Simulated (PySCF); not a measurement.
## Electronic structure of C4H11AlO2S in real space

```yaml
atoms:
  - { symbol: C, position_ang: [2.3867, -1.1443, -0.7335] }
  - { symbol: C, position_ang: [1.9372, 0.2197, -0.3496] }
  - { symbol: O, position_ang: [2.5634, 1.2406, -0.3684] }
  - { symbol: O, position_ang: [0.6374, 0.1972, 0.0669] }
  - { symbol: C, position_ang: [0.0922, 1.4026, 0.5515] }
  - { symbol: S, position_ang: [-1.5474, 0.9928, 1.1612] }
  - { symbol: C, position_ang: [-2.4841, 1.0438, -0.3854] }
  - { symbol: Al, position_ang: [-0.8714, -1.4849, 0.3798] }
  - { symbol: H, position_ang: [1.7418, -1.5219, -1.5266] }
  - { symbol: H, position_ang: [2.2559, -1.8060, 0.1239] }
  - { symbol: H, position_ang: [3.4233, -1.1265, -1.0538] }
  - { symbol: H, position_ang: [0.6887, 1.7879, 1.3847] }
  - { symbol: H, position_ang: [0.0389, 2.1587, -0.2383] }
  - { symbol: H, position_ang: [-2.3385, 2.0084, -0.8624] }
  - { symbol: H, position_ang: [-2.1745, 0.2229, -1.0370] }
  - { symbol: H, position_ang: [-3.5273, 0.9176, -0.1124] }
  - { symbol: H, position_ang: [-2.3837, -1.7048, 0.7110] }
  - { symbol: H, position_ang: [0.1795, -1.8609, 1.4823] }
  - { symbol: H, position_ang: [-0.6277, -1.5337, -1.1862] }
```

Geometry: GFN2-xTB.

The calculation used PBE0/pcSseg-1, SCF density, gas phase, non-relativistic (PySCF 2.14.0).

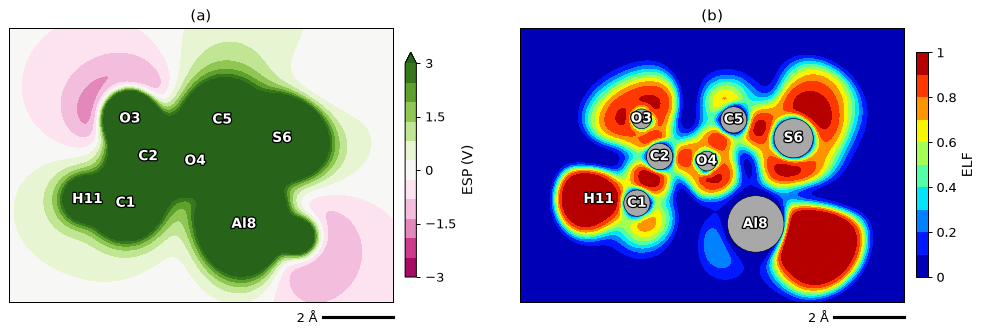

Figure 1. (a) molecular electrostatic potential; (b) electron localisation function on the plane of atoms C5, S6 and Al8. Grey discs cover the atomic cores in the ELF map.

Interpret the plot.

Answer.
- The plane passes through C, O, S, Al and H nuclei.
- C–O (1.20 Å): the ELF peaks at about 0.85 between the atoms (a short, multiple covalent bond).
- C–C (1.49 Å): the ELF peaks at about 0.95 between the atoms, as expected for a covalent bond.
- C–S (1.80 Å): the ELF peaks at about 0.95 between the atoms, as expected for localised, covalent bonding.
- Al–O (2.28 Å): the ELF is about 0.25 at the midpoint.
- Al–S (2.68 Å): the ELF peaks at about 0.90 in the valence shell of S, 0.9 Å from its nucleus, and is about 0.70 at the midpoint.
- The ELF also peaks beside O3 and S6, away from the bonds: lone-pair regions.
- Outside the dense part of the molecule the potential is most negative (−1.6 V) near O3.

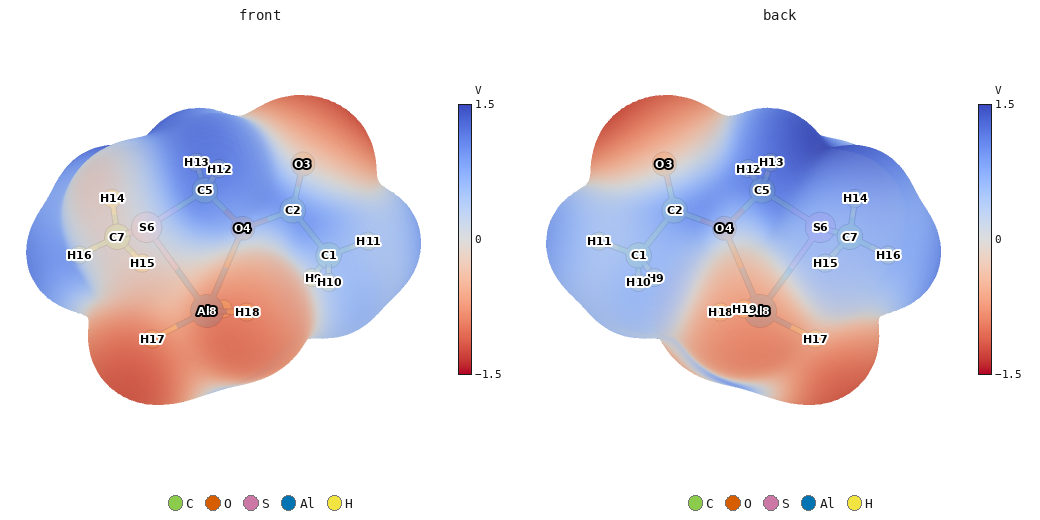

Figure 2. The electrostatic potential painted on the density surface at 0.001 e/bohr³, seen from the front and from behind; red is negative and blue positive.

Where is the surface potential most negative and most positive?

Answer. The most negative region (about −1.2 V) lies over O3 and H17, the most positive (about +1.5 V) over H13 and H14.
